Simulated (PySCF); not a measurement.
# AlSi2H5O (SMILES [SiH3][Al]1[O][SiH2]1) at 6 levels

Aim: a comparison of 6 runs (HF/3-21G, HF/6-31G, PBE0/def2-SVP, r2SCAN/6-31+G*, CCSD(T)/6-31G, CCSD(T)/def2-SVPD) of AlSi2H5O. Input form: a Python script.

Program for the calculation: PySCF 2.14.0.

## Step 1: The molecule

AlSi2H5O: 9 atoms, total charge 0, spin state singlet. As SMILES, `[SiH3][Al]1[O][SiH2]1`. The coordinates come from a PBE0-D4/def2-TZVP relaxation.

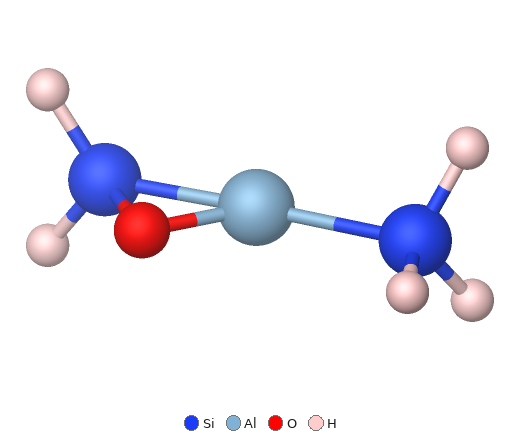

Viewed from a chosen angle; silicon blue, aluminium light blue, oxygen red, hydrogen pink.

## Step 2: Energy and gradient at HF/3-21G (run 1)

Contents of job.py:

```python
from pyscf import gto

system = gto.Mole()
system.atom = '''
Si    -1.233802     3.244849    -2.522217
Al    -0.236027    -0.281380     0.307647
O      2.631822    -1.824153     0.820708
Si     0.904423    -3.548339     2.874084
H     -3.333099     2.507100    -4.242246
H     -2.078888     5.454505    -1.000232
H      0.994941     3.992613    -4.063289
H      0.762127    -6.288253     2.243105
H      1.755556    -3.344815     5.549937
'''
system.basis = '3-21g'
system.verbose = 4
system.charge = 0
system.max_memory = 1860
system.unit = 'bohr'
system.build()

mf = system.RHF()
mf.conv_tol = 1e-10
mf.kernel()
if not mf.converged:
    mf = mf.newton().run(mf.mo_coeff, mf.mo_occ)

e_tot = mf.e_tot
print('E(%s) = %.9f' % ('HF', e_tot))
grad = mf.nuc_grad_method().kernel()
mf.analyze()
```

On the command line:

```sh
$ OMP_NUM_THREADS=1 python job.py
```

Output:

```text
PySCF version 2.14.0

[... 82 lines left out ...]
Two-electron Energy =                  580.547875407072411
[... 13 lines left out ...]
MO #10  energy= -4.21865241799333  occ= 2
[... 11 lines left out ...]
MO #22  energy= -0.515396702527592 occ= 2
[... 11 lines left out ...]
MO #34  energy= 0.2266077190568    occ= 0
[... 11 lines left out ...]
MO #46  energy= 0.588419147153037  occ= 0
[... 11 lines left out ...]
MO #58  energy= 3.05169326533769   occ= 0
[... 70 lines left out ...]
Dipole moment(X, Y, Z, Debye): -2.52985,  1.01361, -0.14991
```

Wall time 2.5 s (1 thread of Intel Xeon at 2.70GHz, shared host); peak memory 0.13 GiB.

## Step 3: Energy and forces at HF/6-31G (run 2)

Contents of run.py:

```python
# [SiH3][Al]1[O][SiH2]1
import pyscf.grad
from pyscf import gto

mol = gto.Mole()
mol.atom = '''
Si    -0.652900     1.717100    -1.334700
Al    -0.124900    -0.148900     0.162800
O      1.392700    -0.965300     0.434300
Si     0.478600    -1.877700     1.520900
H     -1.763800     1.326700    -2.244900
H     -1.100100     2.886400    -0.529300
H      0.526500     2.112800    -2.150200
H      0.403300    -3.327600     1.187000
H      0.929000    -1.770000     2.936900
'''
mol.basis = '6-31g'
mol.verbose = 3
mol.spin = 0
mol.max_memory = 1860
mol.build()

calc0 = mol.RHF()
calc0.conv_tol = 1e-10
calc0.kernel()
if not calc0.converged:
    calc0 = calc0.newton().run(calc0.mo_coeff, calc0.mo_occ)

e_final = calc0.e_tot
print(f'total energy: {e_final:.8f} hartree')
grad = calc0.Gradients().kernel()
dip = calc0.dip_moment()
pop, q = calc0.mulliken_pop()
```

On the command line:

```sh
$ OMP_NUM_THREADS=1 python run.py
```

Output:

```text
converged SCF energy = -897.370581111328
total energy: -897.37058111 hartree
[... 8 lines left out ...]
Dipole moment(X, Y, Z, Debye): -3.09837,  1.08776, -0.04558
[... 68 lines left out ...]
charge of    8H =     -0.20655
```

It took 8.4 s on 1 thread of Intel Xeon at 2.70GHz, shared host; peak memory 0.13 GiB.

Runs 3 to 5 aren't shown in full; the table further down has their settings and results.

## Step 4: The energy at CCSD(T)/def2-SVPD (run 6)

Contents of job.py:

```python
from pyscf import gto, scf, cc

mol = gto.M(
    atom=[
    ('Si', (-0.652900, 1.717100, -1.334700)),
    ('Al', (-0.124900, -0.148900, 0.162800)),
    ('O', (1.392700, -0.965300, 0.434300)),
    ('Si', (0.478600, -1.877700, 1.520900)),
    ('H', (-1.763800, 1.326700, -2.244900)),
    ('H', (-1.100100, 2.886400, -0.529300)),
    ('H', (0.526500, 2.112800, -2.150200)),
    ('H', (0.403300, -3.327600, 1.187000)),
    ('H', (0.929000, -1.770000, 2.936900)),
],
    verbose=4,
    max_memory=1860,
    charge=0,
    basis='def2-svpd',
)

mf = scf.RHF(mol)
mf.conv_tol = 1e-10
mf.kernel()
if not mf.converged:
    mf = mf.newton().run(mf.mo_coeff, mf.mo_occ)

mycc = cc.CCSD(mf, frozen=16)
mycc.kernel()
e_t = mycc.ccsd_t()
etot = mycc.e_tot + e_t
print('E = %.10f Eh' % etot)
mf.analyze()
```

On the command line:

```sh
$ OMP_NUM_THREADS=1 python job.py
```

Output:

```text
PySCF version 2.14.0

[... 115 lines left out ...]
MO #10  energy= -4.25128090589487  occ= 2
[... 24 lines left out ...]
MO #35  energy= 0.138854992169192  occ= 0
[... 24 lines left out ...]
MO #60  energy= 0.388084098246377  occ= 0
[... 24 lines left out ...]
MO #85  energy= 0.755387031412972  occ= 0
[... 24 lines left out ...]
MO #110 energy= 1.36174647567111   occ= 0
[... 24 lines left out ...]
MO #135 energy= 3.54710052704192   occ= 0
[... 147 lines left out ...]
Dipole moment(X, Y, Z, Debye): -1.89169,  1.17930, -0.49052
```

It took 2.2 min on 1 thread of Intel Xeon at 2.70GHz, shared host; peak memory 2.1 GiB.

## Step 5: Overview of the runs

```
run                                 level  integration grid      task  energy (Eh)  dipole moment (D) of the reference  HOMO energy (eV)  LUMO energy (eV)  wall time
  1                              HF/3-21G                 –  gradient  -892.738579                                2.73             -8.50              1.07      2.5 s
  2                              HF/6-31G                 –  gradient  -897.370581                                3.28             -8.59              0.95      8.4 s
  3                         PBE0/def2-SVP                 5  gradient  -898.897614                                1.89             -6.17             -1.75       48 s
  4  r2SCAN/6-31+G* (spherical functions)                 5  gradient  -899.493520                                1.96             -5.40             -2.36       87 s
  5                         CCSD(T)/6-31G                 –    energy  -897.685465                                3.28             -8.59              0.95      4.8 s
  6                     CCSD(T)/def2-SVPD                 –    energy  -897.792146                                2.28             -8.40              1.00    2.2 min
```

## Step 6: What came out

| quantity | value |
| --- | --- |
| run 6: total energy | -897.79215 Eh |
| run 6: dipole moment (Hartree–Fock density) | 2.28 D |
| run 6: HOMO energy (Hartree–Fock orbitals) | -8.40 eV |
| run 6: LUMO energy (Hartree–Fock orbitals) | 1.00 eV |
| run 6: HOMO–LUMO gap (Hartree–Fock orbitals) | 9.39 eV |
| run 6: correlation energy (16 core orbitals frozen) | -529.1 mEh |
| run 6: (T) correction | -17.59 mEh |
| run 6: T1 diagnostic | 0.018 |

In words: Over runs 1, 2, 3, 4 the dipole moment (its size) runs from 1.89 D (PBE0/def2-SVP) to 3.28 D (HF/6-31G). The two ends differ in method and basis. Over runs 1, 2, 3, 4 the HOMO–LUMO gap runs from 3.04 eV (r2SCAN/6-31+G*) to 9.56 eV (HF/3-21G). Totals of different functionals can't be ranked against each other. All runs together took 4.7 min, the longest 2.2 min.
